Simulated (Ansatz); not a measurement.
```yaml
atoms:
  - { symbol: Si, position_ang: [-0.4375, -0.2153, -0.9393] }
  - { symbol: F, position_ang: [0.9396, 0.6567, -1.2986] }
  - { symbol: H, position_ang: [-0.5678, -1.2405, -2.0282] }
  - { symbol: H, position_ang: [-1.5871, 0.7474, -0.9931] }
  - { symbol: C, position_ang: [-0.2132, -0.9840, 0.7478] }
  - { symbol: H, position_ang: [1.2802, 1.8918, 0.0531] }
  - { symbol: Cl, position_ang: [1.0909, 2.5659, 1.1608] }
  - { symbol: H, position_ang: [-1.1296, -1.5317, 1.0505] }
  - { symbol: H, position_ang: [0.6349, -1.6982, 0.7497] }
  - { symbol: H, position_ang: [-0.0104, -0.1920, 1.4972] }
```

The calculation used UKS PBE-D4/def2-SVP in Ansatz.

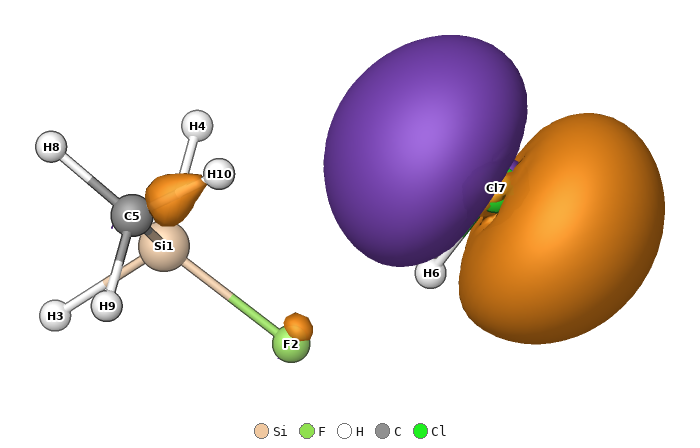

CH5FSi···HCl. The HOMO−1 at ±0.1 Å⁻³ᐟ² (orange and purple are the two phases), seen from one side.

Question: What is the character of this orbital?

Answer: It lies mainly on Cl7 (about 95 %); largely a lone pair of Cl7. Its energy is −7.23 eV.
